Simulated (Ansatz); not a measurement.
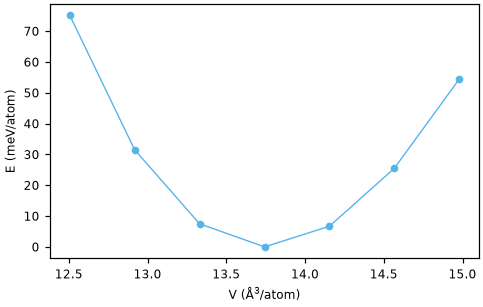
Al$_{2}$Ru in space group Fddd (No. 70; Al on 16f, Ru on 8b) under volume change, r²SCAN in the plane-wave PAW code Ansatz, shape and atoms relaxed at each volume.

**Question.** What does a third-order Birch–Murnaghan fit give for V₀, B₀ and B′?

**Answer.** V₀ = 13.74 Å³/atom, B₀ = 183 GPa, B′ = 4.3.

The first step of the workflow began from a Materials Project structure, measured or hypothetical; the Crystallography Open Database copy checked does not list it. Its standing as an ambient phase is unchecked. Symmetry was held in the r²SCAN relaxation; whether a distortion lowers the energy is not shown. No spin polarisation was allowed.

Potentials: the later of the program's two PAW sets.
